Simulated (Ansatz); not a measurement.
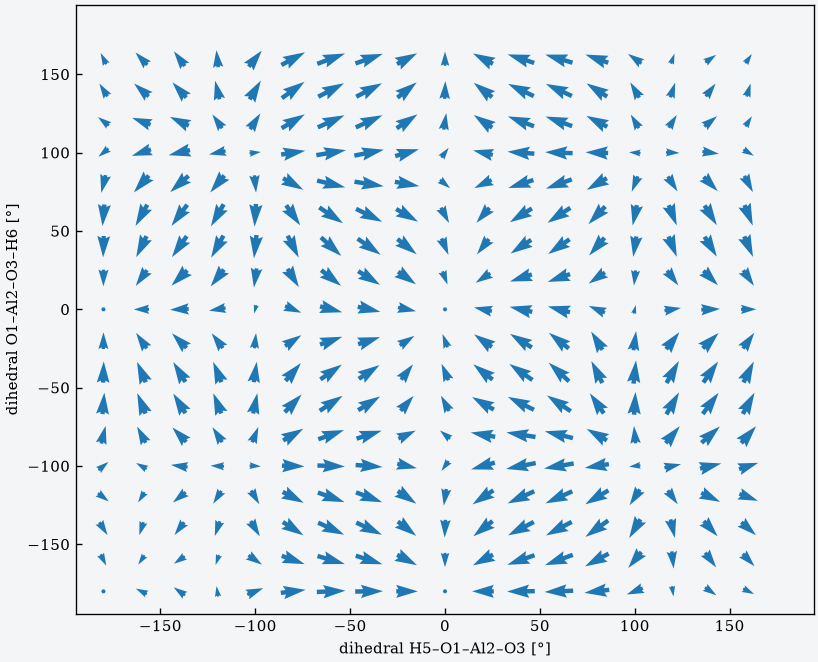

AlH₃O₂S, SMILES [OH][Al]([OH])[SH]. Coordinates scanned: (1) dihedral H5–O1–Al2–O3; (2) dihedral O1–Al2–O3–H6. Nothing is relaxed (all other coordinates rigid). Grid: 18 × 18 points; 164 points were computed and 160 follow by symmetry. Points are written as (first, second). These are results of Ansatz, RKS CAM-B3LYP-D4/def2-SVP, not measurements.

In the figure: arrows along the force (downhill), their lengths compressed.

The arrows alone are given. Where are the wells?

The arrows converge at (0°, −180°); (0°, 0°) (5 meV up); (−180°, 0°) (41 meV up); (−180°, −180°) (120 meV up) (read from the interpolated surface).

The energy map of the same scan:

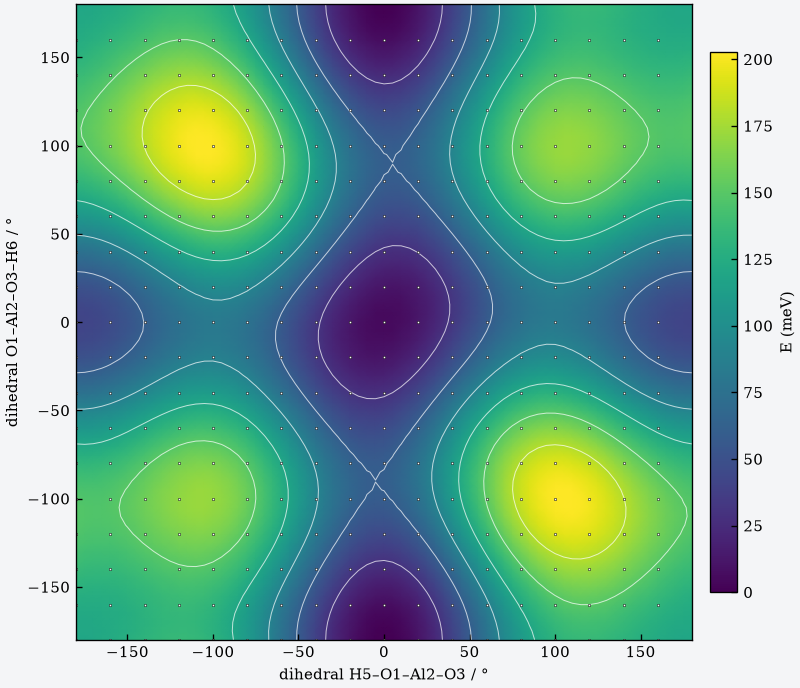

Energies are in meV, from the lowest grid point; between grid points the surface is interpolated.
